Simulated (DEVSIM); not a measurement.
System: abrupt InP n-p junction, at 300 K.

| layer (left to right) | material | thickness (μm) | Nd (cm⁻³) | Na (cm⁻³) | τn (s) | τp (s) |
|---|---|---|---|---|---|---|
| 1 | InP | 1.50 | 3.3e15 | - | 3.4e-9 | 3.4e-9 |
| 2 | InP | 40.0 | - | 4.3e17 | 3.4e-9 | 3.4e-9 |

Left contact: ohmic. Right contact: ohmic. Voltage is applied to the left contact. Recombination: SRH at mid-gap, radiative. Mobility is constant in doping.

Constants are typed, rounded textbook-type inputs, not results; the design itself was drawn at random and stands for no fabricated device. Values at 300 K.

```
parameter          InP
-------------  -------
gap (eV)         1.344
affinity (eV)     4.38
permittivity      12.5
Nc (cm⁻³)       5.7e17
Nv (cm⁻³)       1.1e19
μn (cm²/Vs)       5200
μp (cm²/Vs)        170
B (cm³/s)      1.2e-10
```

Simulated with DEVSIM: 1D drift-diffusion, Boltzmann statistics, complete ionisation; no tunnelling, impact ionisation, image-force lowering or self-heating.

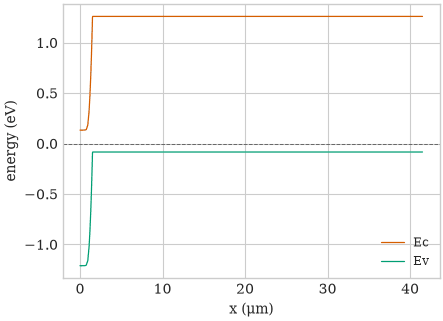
Band edges at zero bias

Energies count from the Fermi level of the right contact; mesh points crowd at the junctions.

```
x (μm)   Ec (eV)  Ev (eV)  n (cm⁻³)  p (cm⁻³)  field (V/cm)
-------  -------  -------  --------  --------  ------------
0.000      0.133   -1.211    3.3e15     < 1e2           ≈ 0
0.03436    0.133   -1.211    3.3e15     < 1e2           ≈ 0
0.1163     0.133   -1.211    3.3e15     < 1e2           ≈ 0
0.3115     0.133   -1.211    3.3e15     < 1e2           ≈ 0
0.9371     0.183   -1.161    4.8e14     < 1e2          5200
1.278      0.630   -0.714     1.5e7     1.1e7         21000
1.421      0.982   -0.362     < 1e2    9.2e12         28000
1.493      1.200   -0.144     < 1e2    4.2e16         36000
1.520      1.258   -0.086     < 1e2    4.0e17          2800
1.585      1.260   -0.084     < 1e2    4.3e17           ≈ 0
1.742      1.260   -0.084     < 1e2    4.3e17           ≈ 0
2.345      1.260   -0.084     < 1e2    4.3e17           ≈ 0
3.607      1.260   -0.084     < 1e2    4.3e17           ≈ 0
6.701      1.260   -0.084     < 1e2    4.3e17           ≈ 0
18.52      1.260   -0.084     < 1e2    4.3e17           ≈ 0
31.91      1.260   -0.084     < 1e2    4.3e17           ≈ 0
37.60      1.260   -0.084     < 1e2    4.3e17           ≈ 0
39.93      1.260   -0.084     < 1e2    4.3e17           ≈ 0
41.05      1.260   -0.084     < 1e2    4.3e17           ≈ 0
41.33      1.260   -0.084     < 1e2    4.3e17           ≈ 0
41.45      1.260   -0.084     < 1e2    4.3e17           ≈ 0
41.50      1.260   -0.084     < 1e2    4.3e17           ≈ 0
```
